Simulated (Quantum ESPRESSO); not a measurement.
# E(q) of MnHg from supercells

Wanted: E(q) of MnHg at simple fractions of a reciprocal vector.

Calculated with Quantum ESPRESSO 7.5; LDA; plane waves with GBRV 1.5 LDA potentials, no spin-orbit coupling, flat spiral in a supercell.

### 1. Set-up

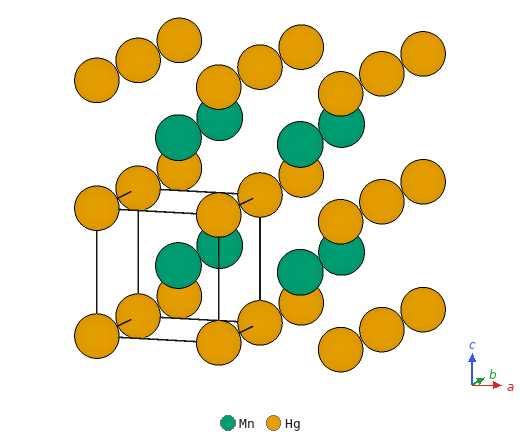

Start, viewed slightly off an axis; manganese teal, mercury orange. 2×2×2 cells are drawn. Some periodic images of atoms are drawn too.

As a file:

```cif
data_structure
_symmetry_space_group_name_H-M 'P 1'
_symmetry_Int_Tables_number 1
_cell_length_a 3.2880
_cell_length_b 3.2880
_cell_length_c 3.3130
_cell_angle_alpha 90.000
_cell_angle_beta 90.000
_cell_angle_gamma 90.000
_cell_volume 35.82
loop_
_atom_site_label
_atom_site_type_symbol
_atom_site_fract_x
_atom_site_fract_y
_atom_site_fract_z
_atom_site_occupancy
Mn1 Mn 0.50000 0.50000 0.50000 1
Hg2 Hg 0.00000 0.00000 0.00000 1
```

The cell comes from the Crystallography Open Database.

### 2. Parallel moments, one cell

The input, pw.in:

```
&CONTROL
  calculation = 'scf'
  prefix = 'pwscf'
  outdir = './tmp'
  pseudo_dir = './pseudo'
  disk_io = 'nowf'
/
&SYSTEM
  ibrav = 0
  celldm(1) = 8
  nat = 2
  ntyp = 2
  ecutwfc = 34
  ecutrho = 238
  nbnd = 40
  occupations = 'smearing'
  smearing = 'fd'
  degauss = 0.00734986
  noncolin = .true.
  starting_magnetization(1) = 0.2333
  angle1(1) = 90
  angle2(1) = 0
  starting_magnetization(2) = 0
/
&ELECTRONS
  conv_thr = 2d-08
  electron_maxstep = 150
  mixing_beta = 0.3
/
ATOMIC_SPECIES
Mn     54.9380 mn_lda_v1.5.uspp.F.UPF
Hg    200.5920 hg_lda_v1.uspp.F.UPF
CELL_PARAMETERS alat
   0.7766774372212    0.0000000000000    0.0000000000000
   0.0000000000000    0.7766774372212    0.0000000000000
   0.0000000000000    0.0000000000000    0.7825828313606
ATOMIC_POSITIONS crystal
Mn      0.5000000000    0.5000000000    0.5000000000
Hg      0.0000000000    0.0000000000    0.0000000000
K_POINTS automatic
6 6 12 0 0 0
```

The run is started by

```
$ OMP_NUM_THREADS=1 mpirun -n 4 pw.x -nk 4 -in pw.in > pw.out
```

What it wrote:

```text
Program PWSCF v.7.5 starts

     Message from routine setup:
     using ibrav=0 with symmetry is DISCOURAGED, use correct ibrav instead

     K-points division:     npool     =       4
     Subspace diagonalization in iterative solution of the eigenvalue problem:

     G-vector sticks info
     --------------------
     sticks:   dense  smooth     PW     G-vecs:    dense   smooth      PW
     Sum         733     421    137                14987     6499    1237

     Using Slab Decomposition

     bravais-lattice index     =            0
     lattice parameter (alat)  =       8.0000  a.u.
     unit-cell volume          =     241.7028 (a.u.)^3
     number of atoms/cell      =            2
     number of atomic types    =            2
     number of electrons       =        27.00
     number of Kohn-Sham states=           40
     kinetic-energy cutoff     =      34.0000  Ry
     charge density cutoff     =     238.0000  Ry
     scf convergence threshold =      2.0E-08
     mixing beta               =       0.3000
     number of iterations used =            8  plain     mixing
     Exchange-correlation= SLA  PZ   NOGX NOGC
                           (   1   1   0   0   0   0   0)
     Noncollinear calculation without spin-orbit

     celldm(1)=   8.000000  celldm(2)=   0.000000  celldm(3)=   0.000000
     celldm(4)=   0.000000  celldm(5)=   0.000000  celldm(6)=   0.000000

     crystal axes: (cart. coord. in units of alat)
               a(1) = (   0.776677   0.000000   0.000000 )
               a(2) = (   0.000000   0.776677   0.000000 )
               a(3) = (   0.000000   0.000000   0.782583 )

     reciprocal axes: (cart. coord. in units 2 pi/alat)
               b(1) = (  1.287536  0.000000  0.000000 )
               b(2) = (  0.000000  1.287536  0.000000 )
               b(3) = (  0.000000  0.000000  1.277820 )

     PseudoPot. # 1 for Mn read from file:
     mn_lda_v1.5.uspp.F.UPF
     Pseudo is Ultrasoft + core correction, Zval = 15.0
     Generated by new atomic code, or converted to UPF format
     Using radial grid of  859 points,  6 beta functions with:
                l(1) =   0
                l(2) =   0
                l(3) =   1
                l(4) =   1
                l(5) =   2
                l(6) =   2
     Q(r) pseudized with  8 coefficients,  rinner =    0.950   0.950   0.950
                                                       0.950   0.950

     PseudoPot. # 2 for Hg read from file:
     hg_lda_v1.uspp.F.UPF
     Pseudo is Ultrasoft + core correction, Zval = 12.0
     Generated by new atomic code, or converted to UPF format
     Using radial grid of  985 points,  6 beta functions with:
                l(1) =   0
                l(2) =   0
                l(3) =   1
                l(4) =   1
                l(5) =   2
                l(6) =   2
     Q(r) pseudized with  8 coefficients,  rinner =    2.000   2.000   2.000
                                                       2.000   2.000

     atomic species   valence    mass     pseudopotential
     Mn               15.00    54.93800     Mn( 1.00)
     Hg               12.00   200.59200     Hg( 1.00)

      8 Sym. Ops., with inversion, found

   Cartesian axes

     site n.     atom                  positions (alat units)
         1        Mn     tau(   1) = (   0.3883387   0.3883387   0.3912914  )
         2        Hg     tau(   2) = (   0.0000000   0.0000000   0.0000000  )

     number of k points=   112  Fermi-Dirac smearing, width (Ry)=  0.0073

     Number of k-points >= 100: set verbosity='high' to print them.

     Dense  grid:    14987 G-vectors     FFT dimensions: (  32,  32,  32)

     Smooth grid:     6499 G-vectors     FFT dimensions: (  24,  24,  24)

     Check: negative core charge=   -0.000017
     Generating pointlists ...
     new r_m :   0.2782 (alat units)  2.2253 (a.u.) for type    1
     new r_m :   0.2782 (alat units)  2.2253 (a.u.) for type    2

     Initial potential from superposition of free atoms

     starting charge      26.4999, renormalised to      27.0000

 ==============================================================================
     atom number    1 relative position :    0.3883   0.3883   0.3913
     charge :    13.788491  (integrated on a sphere of radius 0.278)
     magnetization :          3.156587    0.000000    0.000000
     magnetization/charge:    0.228929    0.000000    0.000000
     polar coord.: r, theta, phi [deg] :     3.156587   90.000000    0.000000

 ==============================================================================

 ==============================================================================
     atom number    2 relative position :    0.0000   0.0000   0.0000
     charge :    10.513153  (integrated on a sphere of radius 0.278)
     magnetization :          0.050297    0.000000    0.000000
     magnetization/charge:    0.004784    0.000000    0.000000
     polar coord.: r, theta, phi [deg] :     0.050297   90.000000    0.000000

 ==============================================================================
     Starting wfcs are   44 randomized atomic wfcs

     Self-consistent Calculation

     iteration #  1     ecut=    34.00 Ry     beta= 0.30
     Davidson diagonalization with overlap
     ethr =  1.00E-02,  avg # of iterations =  4.4

     total energy              =    -318.56463791 Ry
     estimated scf accuracy    <       0.40967418 Ry

     total magnetization       =     3.48    -0.00    -0.00 Bohr mag/cell
     absolute magnetization    =     3.60 Bohr mag/cell

     iteration #  2     ecut=    34.00 Ry     beta= 0.30
     Davidson diagonalization with overlap
     ethr =  1.52E-03,  avg # of iterations =  2.0

     total energy              =    -318.62835750 Ry
     estimated scf accuracy    <       0.02526049 Ry

     total magnetization       =     3.52    -0.00     0.00 Bohr mag/cell
     absolute magnetization    =     3.69 Bohr mag/cell

     iteration #  3     ecut=    34.00 Ry     beta= 0.30
     Davidson diagonalization with overlap
     ethr =  9.36E-05,  avg # of iterations =  3.2

     total energy              =    -318.63107757 Ry
     estimated scf accuracy    <       0.01118278 Ry

     total magnetization       =     3.60    -0.00    -0.00 Bohr mag/cell
     absolute magnetization    =     3.77 Bohr mag/cell

     [... further iterations left out ...]

     iteration #  9     ecut=    34.00 Ry     beta= 0.30
     Davidson diagonalization with overlap
     ethr =  2.40E-07,  avg # of iterations =  2.4

     total energy              =    -318.63298757 Ry
     estimated scf accuracy    <       0.00000529 Ry

     total magnetization       =     3.70    -0.00    -0.00 Bohr mag/cell
     absolute magnetization    =     3.90 Bohr mag/cell

     iteration # 10     ecut=    34.00 Ry     beta= 0.30
     Davidson diagonalization with overlap
     ethr =  1.96E-08,  avg # of iterations =  2.3

     total energy              =    -318.63298821 Ry
     estimated scf accuracy    <       0.00000034 Ry

     total magnetization       =     3.70     0.00    -0.00 Bohr mag/cell
     absolute magnetization    =     3.90 Bohr mag/cell

     iteration # 11     ecut=    34.00 Ry     beta= 0.30
     Davidson diagonalization with overlap
     ethr =  1.24E-09,  avg # of iterations =  2.7

     total energy              =    -318.63298826 Ry
     estimated scf accuracy    <       0.00000007 Ry

     total magnetization       =     3.70    -0.00     0.00 Bohr mag/cell
     absolute magnetization    =     3.90 Bohr mag/cell

     iteration # 12     ecut=    34.00 Ry     beta= 0.30
     Davidson diagonalization with overlap
     ethr =  2.73E-10,  avg # of iterations =  2.4

 ==============================================================================
     atom number    1 relative position :    0.3883   0.3883   0.3913
     charge :    13.731849  (integrated on a sphere of radius 0.278)
     magnetization :          3.665097   -0.000000   -0.000000
     magnetization/charge:    0.266905   -0.000000   -0.000000
     polar coord.: r, theta, phi [deg] :     3.665097   90.000000   -0.000000

 ==============================================================================

 ==============================================================================
     atom number    2 relative position :    0.0000   0.0000   0.0000
     charge :    10.144327  (integrated on a sphere of radius 0.278)
     magnetization :         -0.023848   -0.000000   -0.000000
     magnetization/charge:   -0.002351   -0.000000   -0.000000
     polar coord.: r, theta, phi [deg] :     0.023848   90.000000 -180.000000

 ==============================================================================

     End of self-consistent calculation

     Number of k-points >= 100: set verbosity='high' to print the bands.

     the Fermi energy is    13.7613 ev

!    total energy              =    -318.63298828 Ry
     estimated scf accuracy    <          8.6E-10 Ry
     smearing contrib. (-TS)   =      -0.00462922 Ry
     internal energy E=F+TS    =    -318.62835906 Ry

     The total energy is F=E-TS. E is the sum of the following terms:
     one-electron contribution =    -116.57153413 Ry
     hartree contribution      =      77.31921783 Ry
     xc contribution           =     -64.95469497 Ry
     ewald contribution        =    -214.42134780 Ry

     total magnetization       =     3.70    -0.00     0.00 Bohr mag/cell
     absolute magnetization    =     3.90 Bohr mag/cell

     convergence has been achieved in  12 iterations

=------------------------------------------------------------------------------=
   JOB DONE.
=------------------------------------------------------------------------------=
```

The job ended after 29 s (4 MPI ranks of Arm Neoverse V2, shared host; peak memory 0.41 GiB).

Spin moment in the atom's sphere by atom:

```csv
atom,x (μB),y (μB),z (μB),size
Mn1,3.67,0.00,0.00,3.67
Hg2,-0.02,0.00,0.00,0.02
```

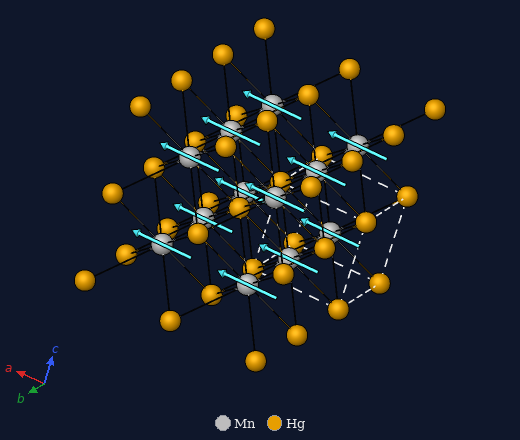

Spin moment in the atom's sphere as arrows, the longest 3.67 μB. 2×3×2 cells are drawn. Some periodic images of atoms are drawn too.

Read from the output:

| Property | Result |
| --- | --- |
| smearing term TS | 0.06298 eV |
| magnetization | 3.705, 0, 0 μB |
| absolute magnetization | 3.903 μB |
| final state | ferromagnetic |

### 3. One turn in 2 cells along the input cell's c

Neighbouring cells are turned by 180° in the xy plane; the cell holds 4 atoms.

The input, pw.in:

```
&CONTROL
  calculation = 'scf'
  prefix = 'pwscf'
  outdir = './tmp'
  pseudo_dir = './pseudo'
  disk_io = 'nowf'
/
&SYSTEM
  ibrav = 0
  celldm(1) = 8
  nat = 4
  ntyp = 4
  ecutwfc = 34
  ecutrho = 238
  nbnd = 72
  occupations = 'smearing'
  smearing = 'fd'
  degauss = 0.00734986
  noncolin = .true.
  starting_magnetization(1) = 0.2333
  angle1(1) = 90
  angle2(1) = 90
  starting_magnetization(2) = 0.2333
  angle1(2) = 90
  angle2(2) = -90
  starting_magnetization(3) = 0
  starting_magnetization(4) = 0
/
&ELECTRONS
  conv_thr = 4d-08
  electron_maxstep = 150
  mixing_beta = 0.3
/
ATOMIC_SPECIES
Mn1    54.9380 mn_lda_v1.5.uspp.F.UPF
Mn2    54.9380 mn_lda_v1.5.uspp.F.UPF
Hg1   200.5920 hg_lda_v1.uspp.F.UPF
Hg2   200.5920 hg_lda_v1.uspp.F.UPF
CELL_PARAMETERS alat
   0.7766774372212    0.0000000000000    0.0000000000000
   0.0000000000000    0.7766774372212    0.0000000000000
   0.0000000000000    0.0000000000000    1.5651656627213
ATOMIC_POSITIONS crystal
Mn1     0.5000000000    0.5000000000    0.2500000000
Mn2     0.5000000000    0.5000000000    0.7500000000
Hg1     0.0000000000    0.0000000000    0.0000000000
Hg2     0.0000000000    0.0000000000    0.5000000000
K_POINTS automatic
6 6 6 0 0 0
```

What it wrote:

```text
     [... lines left out ...]
Program PWSCF v.7.5 starts
     [... lines left out ...]
     number of atoms/cell      =            4
     [... lines left out ...]
     number of electrons       =        54.00
     number of Kohn-Sham states=           72
     kinetic-energy cutoff     =      34.0000  Ry
     charge density cutoff     =     238.0000  Ry
     scf convergence threshold =      4.0E-08
     [... lines left out ...]
     Noncollinear calculation without spin-orbit
     [... lines left out ...]
      4 Sym. Ops. (no inversion) found
     [... lines left out ...]
     number of k points=    96  Fermi-Dirac smearing, width (Ry)=  0.0073
     [... lines left out ...]
     iteration # 13     ecut=    34.00 Ry     beta= 0.30
     [... lines left out ...]
     atom number    1 relative position :    0.3883   0.3883   0.3913
     [... lines left out ...]
     magnetization :          0.000000    3.711486    0.000000
     [... lines left out ...]
     atom number    2 relative position :    0.3883   0.3883   1.1739
     [... lines left out ...]
     magnetization :         -0.000000   -3.711572   -0.000000
     [... lines left out ...]
     atom number    3 relative position :    0.0000   0.0000   0.0000
     [... lines left out ...]
     magnetization :         -0.000000   -0.000000   -0.000000
     [... lines left out ...]
     atom number    4 relative position :    0.0000   0.0000   0.7826
     [... lines left out ...]
     magnetization :          0.000000   -0.000000   -0.000000
     [... lines left out ...]
     the Fermi energy is    13.7590 ev
!    total energy              =    -637.27261137 Ry
     estimated scf accuracy    <       0.00000001 Ry
     smearing contrib. (-TS)   =      -0.00882526 Ry
     [... lines left out ...]
     total magnetization       =     0.00    -0.00     0.00 Bohr mag/cell
     absolute magnetization    =     7.88 Bohr mag/cell
     convergence has been achieved in  13 iterations
```

Elapsed: 1.9 min, on 4 MPI ranks; peak memory 0.8 GiB; 7.4 min of CPU time.

Spin moment in the atom's sphere by atom:

```csv
atom,x (μB),y (μB),z (μB),size
Mn1,0.00,3.71,0.00,3.71
Mn2,0.00,-3.71,0.00,3.71
Hg3,0.00,0.00,0.00,0.00
Hg4,0.00,0.00,0.00,0.00
```

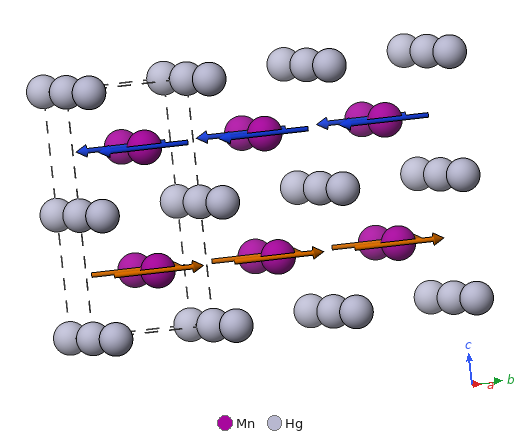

Spin moment in the atom's sphere as arrows, the longest 3.71 μB. The two directions have two colours. 2×3×1 cells are drawn. Some periodic images of atoms are drawn too.

Numbers from this step:

```
smearing term TS       : 0.1201 eV
magnetization          : 0, 0, 0 μB
absolute magnetization : 7.882 μB
final state            : antiferromagnetic
```

### 4. One turn in 3 cells along the input cell's c

Neighbouring cells are turned by 120° in the xy plane; the cell holds 6 atoms.

The input, pw.in:

```
&CONTROL
  calculation = 'scf'
  prefix = 'pwscf'
  outdir = './tmp'
  pseudo_dir = './pseudo'
  disk_io = 'nowf'
/
&SYSTEM
  ibrav = 0
  celldm(1) = 8
  nat = 6
  ntyp = 6
  ecutwfc = 34
  ecutrho = 238
  nbnd = 104
  occupations = 'smearing'
  smearing = 'fd'
  degauss = 0.00734986
  noncolin = .true.
  starting_magnetization(1) = 0.2333
  angle1(1) = 90
  angle2(1) = 60
  starting_magnetization(2) = 0.2333
  angle1(2) = 90
  angle2(2) = 180
  starting_magnetization(3) = 0.2333
  angle1(3) = 90
  angle2(3) = -60
  starting_magnetization(4) = 0
  starting_magnetization(5) = 0
  starting_magnetization(6) = 0
/
&ELECTRONS
  conv_thr = 6d-08
  electron_maxstep = 150
  mixing_beta = 0.3
/
ATOMIC_SPECIES
Mn1    54.9380 mn_lda_v1.5.uspp.F.UPF
Mn2    54.9380 mn_lda_v1.5.uspp.F.UPF
Mn3    54.9380 mn_lda_v1.5.uspp.F.UPF
Hg1   200.5920 hg_lda_v1.uspp.F.UPF
Hg2   200.5920 hg_lda_v1.uspp.F.UPF
Hg3   200.5920 hg_lda_v1.uspp.F.UPF
CELL_PARAMETERS alat
   0.7766774372212    0.0000000000000    0.0000000000000
   0.0000000000000    0.7766774372212    0.0000000000000
   0.0000000000000    0.0000000000000    2.3477484940819
ATOMIC_POSITIONS crystal
Mn1     0.5000000000    0.5000000000    0.1666666667
Mn2     0.5000000000    0.5000000000    0.5000000000
Mn3     0.5000000000    0.5000000000    0.8333333333
Hg1     0.0000000000    0.0000000000    0.0000000000
Hg2     0.0000000000    0.0000000000    0.3333333333
Hg3     0.0000000000    0.0000000000    0.6666666667
K_POINTS automatic
6 6 4 0 0 0
```

What it wrote:

```text
     [... lines left out ...]
Program PWSCF v.7.5 starts
     [... lines left out ...]
     number of atoms/cell      =            6
     [... lines left out ...]
     number of electrons       =        81.00
     number of Kohn-Sham states=          104
     kinetic-energy cutoff     =      34.0000  Ry
     charge density cutoff     =     238.0000  Ry
     scf convergence threshold =      6.0E-08
     [... lines left out ...]
     Noncollinear calculation without spin-orbit
     [... lines left out ...]
      2 Sym. Ops. (no inversion) found
     [... lines left out ...]
     number of k points=   108  Fermi-Dirac smearing, width (Ry)=  0.0073
     [... lines left out ...]
     iteration # 16     ecut=    34.00 Ry     beta= 0.30
     [... lines left out ...]
     atom number    1 relative position :    0.3883   0.3883   0.3913
     [... lines left out ...]
     magnetization :          1.847524    3.200069   -0.000000
     [... lines left out ...]
     atom number    2 relative position :    0.3883   0.3883   1.1739
     [... lines left out ...]
     magnetization :         -3.695165   -0.000047   -0.000000
     [... lines left out ...]
     atom number    3 relative position :    0.3883   0.3883   1.9565
     [... lines left out ...]
     magnetization :          1.847509   -3.200137   -0.000000
     [... lines left out ...]
     atom number    4 relative position :    0.0000   0.0000   0.0000
     [... lines left out ...]
     magnetization :         -0.006577   -0.000001   -0.000000
     [... lines left out ...]
     atom number    5 relative position :    0.0000   0.0000   0.7826
     [... lines left out ...]
     magnetization :          0.003288   -0.005696   -0.000000
     [... lines left out ...]
     atom number    6 relative position :    0.0000   0.0000   1.5652
     [... lines left out ...]
     magnetization :          0.003289    0.005696   -0.000000
     [... lines left out ...]
     the Fermi energy is    13.7763 ev
!    total energy              =    -955.90841766 Ry
     estimated scf accuracy    <       0.00000001 Ry
     smearing contrib. (-TS)   =      -0.01256671 Ry
     [... lines left out ...]
     total magnetization       =    -0.00    -0.00     0.00 Bohr mag/cell
     absolute magnetization    =    11.83 Bohr mag/cell
     convergence has been achieved in  16 iterations
```

The job ended after 6.6 min (4 MPI ranks; peak memory 1.5 GiB; 26 min of CPU time).

[end of part 1 of 2]

[Logs and program files are shortened in this print: banners, set-up blocks, solver, clock and traceback lines can be left out without a mark of their own.]

[Logs are printed without paths, hosts, clocks, repeated set-up lines and the standing remarks that a program may print on its own settings, such as how far it seeks lower states.]

[Hosts, paths, dates, database ids (printed as entryN), source tags and the programs' standing remarks are cut or masked in the printed files.]

[Where a cell is said to come from a database of computed structures, the database is the Materials Project.]
